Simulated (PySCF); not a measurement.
# r2SCAN/ma-def2-SVP run of CuNH3F (SMILES [NH3]->[Cu][F])

What is the vertical ionisation energy of CuNH3F at r2SCAN/ma-def2-SVP? The job is set up through a Python script.

Program for the calculation: PySCF 2.14.0.

## (1) The molecule

CuNH3F has 6 atoms, charge 0, and is taken as a singlet. As SMILES, `[NH3]->[Cu][F]`. Geometry: a GFN2-xTB relaxation, a rough one for these elements and not checked as a minimum.

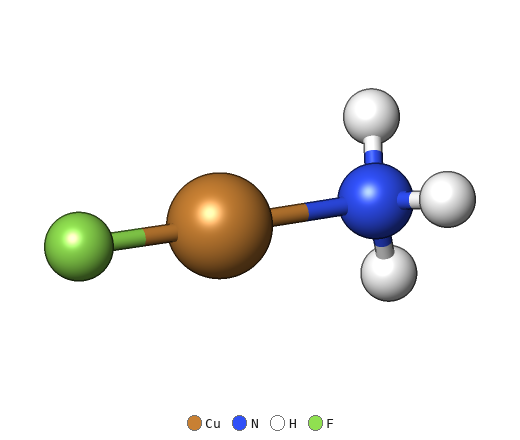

The structure, seen from a chosen angle (copper orange, nitrogen blue, hydrogen white, fluorine green).

## (2) The energy at r2SCAN/ma-def2-SVP

Contents of run.py:

```python
from pyscf import gto, dft

mol = gto.M(
    atom='''
Cu    -0.013280     0.006460    -1.144820
N      0.001200    -0.001310     0.749820
H     -0.406220     0.864570     1.090040
H      0.964500    -0.078860     1.063600
H     -0.539400    -0.794880     1.082210
F     -0.006800     0.004020    -2.840840
''',
    basis='ma-def2-svp',
    verbose=4,
    spin=0,
    max_memory=1860,
)

mf = dft.RKS(mol, xc='r2scan')
mf.conv_tol = 1e-10
mf.grids.level = 4
mf.kernel()
if not mf.converged:
    mf = mf.newton().run(mf.mo_coeff, mf.mo_occ)

e_final = mf.e_tot
print('E(%s) = %.9f' % ('R2SCAN', e_final))
```

The run is started by

```sh
$ OMP_NUM_THREADS=1 python run.py
```

Output:

```text
PySCF version 2.14.0

[INPUT] num. atoms = 6
[INPUT] num. electrons = 48
[INPUT] charge = 0
[INPUT] spin (= nelec alpha-beta = 2S) = 0
[INPUT] symmetry False subgroup None
[INPUT] Mole.unit = angstrom
[INPUT] Symbol           X                Y                Z      unit          X                Y                Z       unit  Magmom
[INPUT]  1 Cu    -0.013280000000   0.006460000000  -1.144820000000 AA   -0.025095562934   0.012207630765  -2.163396261925 Bohr   0.0
[INPUT]  2 N      0.001200000000  -0.001310000000   0.749820000000 AA    0.002267671349  -0.002475541223   1.416954442721 Bohr   0.0
[INPUT]  3 H     -0.406220000000   0.864570000000   1.090040000000 AA   -0.767644546321   1.633800515515   2.059877064821 Bohr   0.0
[INPUT]  4 H      0.964500000000  -0.078860000000   1.063600000000 AA    1.822640847143  -0.149023802183   2.009912706087 Bohr   0.0
[INPUT]  5 H     -0.539400000000  -0.794880000000   1.082210000000 AA   -1.019318271590  -1.502105501894   2.045080509266 Bohr   0.0
[INPUT]  6 F     -0.006800000000   0.004020000000  -2.840840000000 AA   -0.012850137647   0.007596699021  -5.368409563709 Bohr   0.0

nuclear repulsion = 181.852626882246
number of shells = 34
number of NR pGTOs = 138
number of NR cGTOs = 70
basis = ma-def2-svp
ecp = {}

******** <class 'pyscf.dft.rks.RKS'> ********
method = RKS
initial guess = minao
damping factor = 0
level_shift factor = 0
DIIS = <class 'pyscf.scf.diis.CDIIS'>
diis_start_cycle = 1
diis_space = 8
diis_damp = 0
SCF conv_tol = 1e-10
SCF conv_tol_grad = None
SCF max_cycles = 50
direct_scf = True
direct_scf_tol = 1e-13
XC library pyscf.dft.libxc version 7.0.0
    S. Lehtola, C. Steigemann, M. J.T. Oliveira, and M. A.L. Marques.,  SoftwareX 7, 1–5 (2018)
XC functionals = r2scan
    J. W. Furness, A. D. Kaplan, J. Ning, J. P. Perdew, and J. Sun.,  J. Phys. Chem. Lett. 11, 8208-8215 (2020)
    J. W. Furness, A. D. Kaplan, J. Ning, J. P. Perdew, and J. Sun.,  J. Phys. Chem. Lett. 11, 9248-9248 (2020)
    J. W. Furness, A. D. Kaplan, J. Ning, J. P. Perdew, and J. Sun.,  J. Phys. Chem. Lett. 11, 8208-8215 (2020)
    J. W. Furness, A. D. Kaplan, J. Ning, J. P. Perdew, and J. Sun.,  J. Phys. Chem. Lett. 11, 9248-9248 (2020)
radial grids:
    Treutler-Ahlrichs [JCP 102, 346 (1995); DOI:10.1063/1.469408] (M4) radial grids

becke partition: Becke, JCP 88, 2547 (1988); DOI:10.1063/1.454033
pruning grids: <function nwchem_prune>
grids dens level: 4
symmetrized grids: False
atomic radii adjust function: <function treutler_atomic_radii_adjust>
small_rho_cutoff = 0
Set gradient conv threshold to 1e-05
Initial guess from minao.
tot grids = 134216
init E= -1796.13993707432
  HOMO = -0.0647469819978481  LUMO = -0.0108562467474376  gap/eV = 1.46644
cycle= 1 E= -1795.6366446112  delta_E= 0.503  |g|= 2.47  |ddm|= 3.08
  HOMO = -0.152975386583503  LUMO = -0.0972483902026915  gap/eV = 1.51641
cycle= 2 E= -1791.55269319474  delta_E= 4.08  |g|=  4.9  |ddm|= 11.9
  HOMO = -0.326510843009062  LUMO = -0.0745794839969189  gap/eV = 6.85540
cycle= 3 E= -1795.9400119081  delta_E= -4.39  |g|= 1.81  |ddm|= 11.7
  HOMO = -0.164699146513714  LUMO = -0.0368038690261479  gap/eV = 3.48021
cycle= 4 E= -1796.49753374315  delta_E= -0.558  |g|= 0.475  |ddm|= 2.02
  HOMO = -0.172945063914514  LUMO = -0.0390552458707787  gap/eV = 3.64333
cycle= 5 E= -1796.52883267165  delta_E= -0.0313  |g|= 0.111  |ddm|= 0.251
  HOMO = -0.178660726812321  LUMO = -0.0367285068725245  gap/eV = 3.86217
cycle= 6 E= -1796.53124126878  delta_E= -0.00241  |g|= 0.0162  |ddm|= 0.162
  HOMO = -0.179447227940566  LUMO = -0.0375333970329095  gap/eV = 3.86167
cycle= 7 E= -1796.53126791975  delta_E= -2.67e-05  |g|= 0.0124  |ddm|= 0.0229
  HOMO = -0.178770032501692  LUMO = -0.0372542436702203  gap/eV = 3.85084
cycle= 8 E= -1796.53129618253  delta_E= -2.83e-05  |g|= 0.00193  |ddm|= 0.0103
  HOMO = -0.178579065831462  LUMO = -0.0372188486362512  gap/eV = 3.84661
cycle= 9 E= -1796.53129679062  delta_E= -6.08e-07  |g|= 0.000168  |ddm|= 0.0024
  HOMO = -0.178594219130863  LUMO = -0.0372143131434539  gap/eV = 3.84714
cycle= 10 E= -1796.53129679726  delta_E= -6.64e-09  |g|= 1.5e-05  |ddm|= 0.000295
  HOMO = -0.178593154226491  LUMO = -0.0372152719996452  gap/eV = 3.84709
cycle= 11 E= -1796.53129679731  delta_E= -4.93e-11  |g|= 5.52e-06  |ddm|= 4.12e-05
  HOMO = -0.178595342395727  LUMO = -0.0372157530268034  gap/eV = 3.84713
Extra cycle  E= -1796.53129679725  delta_E= 6.05e-11  |g|= 2e-05  |ddm|= 2.5e-05
converged SCF energy = -1796.53129679725
E(R2SCAN) = -1796.531296797
```

Run time: 19 s. Hardware: 1 thread of Arm Neoverse V1, shared host; peak memory 0.36 GiB.

## (3) The doublet cation, same level

Contents of start.xyz:

```xyz
6
CuFH3N
Cu    -0.013280     0.006460    -1.144820
N      0.001200    -0.001310     0.749820
H     -0.406220     0.864570     1.090040
H      0.964500    -0.078860     1.063600
H     -0.539400    -0.794880     1.082210
F     -0.006800     0.004020    -2.840840
```

Contents of run.py:

```python
from pyscf import gto, dft

system = gto.Mole()
system.atom = 'start.xyz'
system.max_memory = 1860
system.spin = 1
system.verbose = 4
system.charge = 1
system.basis = 'ma-def2-svp'
system.build()

mf = dft.UKS(system)
mf.xc = 'r2scan'
mf.grids.level = 4
mf.conv_tol = 1e-10
mf.kernel()
if not mf.converged:
    mf = mf.newton().run(mf.mo_coeff, mf.mo_occ)

e_tot = mf.e_tot
print(f'total energy: {e_tot:.8f} hartree')
```

The run is started by

```sh
$ OMP_NUM_THREADS=1 python run.py
```

Output:

```text
PySCF version 2.14.0

[INPUT] num. atoms = 6
[INPUT] num. electrons = 47
[INPUT] charge = 1
[INPUT] spin (= nelec alpha-beta = 2S) = 1
[INPUT] symmetry False subgroup None
[INPUT] Mole.unit = angstrom
[INPUT] Symbol           X                Y                Z      unit          X                Y                Z       unit  Magmom
[INPUT]  1 Cu    -0.013280000000   0.006460000000  -1.144820000000 AA   -0.025095562934   0.012207630765  -2.163396261925 Bohr   0.0
[INPUT]  2 N      0.001200000000  -0.001310000000   0.749820000000 AA    0.002267671349  -0.002475541223   1.416954442721 Bohr   0.0
[INPUT]  3 H     -0.406220000000   0.864570000000   1.090040000000 AA   -0.767644546321   1.633800515515   2.059877064821 Bohr   0.0
[INPUT]  4 H      0.964500000000  -0.078860000000   1.063600000000 AA    1.822640847143  -0.149023802183   2.009912706087 Bohr   0.0
[INPUT]  5 H     -0.539400000000  -0.794880000000   1.082210000000 AA   -1.019318271590  -1.502105501894   2.045080509266 Bohr   0.0
[INPUT]  6 F     -0.006800000000   0.004020000000  -2.840840000000 AA   -0.012850137647   0.007596699021  -5.368409563709 Bohr   0.0

nuclear repulsion = 181.852626882246
number of shells = 34
number of NR pGTOs = 138
number of NR cGTOs = 70
basis = ma-def2-svp
ecp = {}

******** <class 'pyscf.dft.uks.UKS'> ********
method = UKS
initial guess = minao
damping factor = 0
level_shift factor = 0
DIIS = <class 'pyscf.scf.diis.CDIIS'>
diis_start_cycle = 1
diis_space = 8
diis_damp = 0
SCF conv_tol = 1e-10
SCF conv_tol_grad = None
SCF max_cycles = 50
direct_scf = True
direct_scf_tol = 1e-13
number electrons alpha = 24  beta = 23
XC library pyscf.dft.libxc version 7.0.0
    S. Lehtola, C. Steigemann, M. J.T. Oliveira, and M. A.L. Marques.,  SoftwareX 7, 1–5 (2018)
XC functionals = r2scan
    J. W. Furness, A. D. Kaplan, J. Ning, J. P. Perdew, and J. Sun.,  J. Phys. Chem. Lett. 11, 8208-8215 (2020)
    J. W. Furness, A. D. Kaplan, J. Ning, J. P. Perdew, and J. Sun.,  J. Phys. Chem. Lett. 11, 9248-9248 (2020)
    J. W. Furness, A. D. Kaplan, J. Ning, J. P. Perdew, and J. Sun.,  J. Phys. Chem. Lett. 11, 8208-8215 (2020)
    J. W. Furness, A. D. Kaplan, J. Ning, J. P. Perdew, and J. Sun.,  J. Phys. Chem. Lett. 11, 9248-9248 (2020)
radial grids:
    Treutler-Ahlrichs [JCP 102, 346 (1995); DOI:10.1063/1.469408] (M4) radial grids

becke partition: Becke, JCP 88, 2547 (1988); DOI:10.1063/1.454033
pruning grids: <function nwchem_prune>
grids dens level: 4
symmetrized grids: False
atomic radii adjust function: <function treutler_atomic_radii_adjust>
small_rho_cutoff = 0
Set gradient conv threshold to 1e-05
tot grids = 134216
init E= -1796.13993707432
[... the frontier-level lines of each cycle are left out ...]



cycle= 1 E= -1794.18852002863  delta_E= 1.95  |g|= 2.49  |ddm|= 2.32
cycle= 2 E= -1786.64705279246  delta_E= 7.54  |g|= 4.05  |ddm|= 15.2
cycle= 3 E= -1794.48581077264  delta_E= -7.84  |g|=    2  |ddm|= 14.8
cycle= 4 E= -1796.08515407737  delta_E= -1.6  |g|= 0.545  |ddm|= 2.21
cycle= 5 E= -1796.1671830481  delta_E= -0.082  |g|= 0.308  |ddm|= 0.562
cycle= 6 E= -1796.19957894702  delta_E= -0.0324  |g|= 0.119  |ddm|= 0.357
cycle= 7 E= -1796.20317721406  delta_E= -0.0036  |g|= 0.082  |ddm|= 0.188
cycle= 8 E= -1796.20570313095  delta_E= -0.00253  |g|= 0.027  |ddm|= 0.135
cycle= 9 E= -1796.20644467625  delta_E= -0.000742  |g|= 0.00569  |ddm|= 0.125
cycle= 10 E= -1796.20672829399  delta_E= -0.000284  |g|= 0.012  |ddm|= 0.115
cycle= 11 E= -1796.20700509794  delta_E= -0.000277  |g|= 0.0103  |ddm|= 0.116
cycle= 12 E= -1796.20721262553  delta_E= -0.000208  |g|= 0.00365  |ddm|= 0.107
cycle= 13 E= -1796.2073365511  delta_E= -0.000124  |g|= 0.00611  |ddm|= 0.169
cycle= 14 E= -1796.20734155638  delta_E= -5.01e-06  |g|= 0.00348  |ddm|= 0.0161
cycle= 15 E= -1796.2073560768  delta_E= -1.45e-05  |g|= 0.00182  |ddm|= 0.032
cycle= 16 E= -1796.20735868572  delta_E= -2.61e-06  |g|= 0.00108  |ddm|= 0.00993
cycle= 17 E= -1796.20736131177  delta_E= -2.63e-06  |g|= 0.00111  |ddm|= 0.0325
cycle= 18 E= -1796.20736191583  delta_E= -6.04e-07  |g|= 0.000252  |ddm|= 0.00391
cycle= 19 E= -1796.20736196161  delta_E= -4.58e-08  |g|= 1.79e-05  |ddm|= 0.0013
cycle= 20 E= -1796.20736196434  delta_E= -2.73e-09  |g|= 1.5e-05  |ddm|= 0.000788
cycle= 21 E= -1796.20736196489  delta_E= -5.55e-10  |g|= 6.16e-06  |ddm|= 0.000137
cycle= 22 E= -1796.20736196538  delta_E= -4.91e-10  |g|= 5.63e-06  |ddm|= 0.000167
cycle= 23 E= -1796.20736196574  delta_E= -3.52e-10  |g|= 3.03e-06  |ddm|= 0.000187
cycle= 24 E= -1796.20736196594  delta_E= -2.01e-10  |g|= 2.25e-06  |ddm|= 0.00024
cycle= 25 E= -1796.20736196595  delta_E= -1.66e-11  |g|= 2.24e-07  |ddm|= 5.84e-05
Extra cycle  E= -1796.20736196596  delta_E= -4.55e-12  |g|= 4.7e-07  |ddm|= 7.56e-07
converged SCF energy = -1796.20736196596  <S^2> = 0.75122557  2S+1 = 2.0012252
total energy: -1796.20736197 hartree
```

It took 85 s on 1 thread of Arm Neoverse V1, shared host; peak memory 0.41 GiB.

## (4) What came out

At r2SCAN/ma-def2-SVP:

| quantity | value |
| --- | --- |
| singlet CuNH3F: total energy | -1796.53130 Eh |
| singlet CuNH3F: dipole moment | 8.19 D |
| singlet CuNH3F: HOMO energy | -4.86 eV |
| singlet CuNH3F: LUMO energy | -1.01 eV |
| singlet CuNH3F: HOMO–LUMO gap | 3.85 eV |
| doublet cation: total energy | -1796.20736 Eh |
| doublet cation: HOMO energy (highest over α and β) | -13.86 eV |
| doublet cation: LUMO energy (lowest over α and β) | -13.00 eV |
| doublet cation: ⟨S²⟩ | 0.751 |
| vertical ionisation energy (to the doublet cation) | 8.815 eV |

In words: Removing an electron at fixed nuclei costs 8.81 eV (850 kJ/mol). The negative HOMO energy of the first species, 4.86 eV, lies 3.95 eV below that difference. Mulliken charges (doublet cation) run from -0.78 on N2 to +0.66 on Cu1.
